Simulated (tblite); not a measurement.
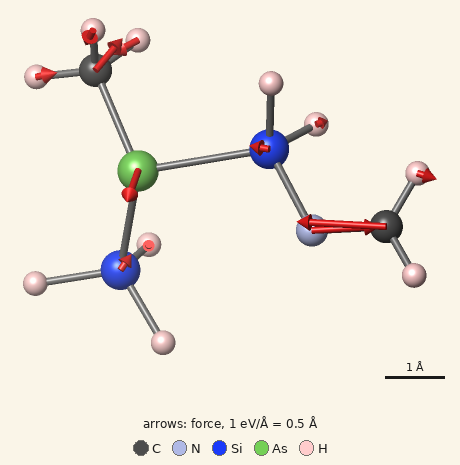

Starting geometry of C2H10AsNSi2 with the computed forces as red arrows. Style: ball-and-stick. Shown at a tilt.

Method: GFN2-xTB geometry optimisation, gas phase (tblite 0.8.0). 

**What follows when this structure is relaxed?**

It isn't relaxed: the largest force vector, on a C atom, is 3.17 eV/Å. The final displacements have little in common with the starting forces (cosine between the two patterns 0.17). An H atom moves most after the best rigid fit: 1.80 Å. Largest moves by element: H 1.80 Å, C 0.72 Å, Si 0.64 Å, N 0.59 Å, As 0.51 Å. Among the contacts that change: C–N 1.296 → 1.247 Å, C–H 1.136 → 1.090 Å, N–Si 1.757 → 1.719 Å, As–C 1.956 → 1.983 Å. Bond angles that change, for instance: Si–As–Si 113.2° → 97.7°, C–N–Si 117.9° → 133.4°, C–As–Si 111.7° → 96.9°. Groups turn about N–Si by about 65°. Over 187 geometry steps the energy falls by 79.3 kJ/mol.
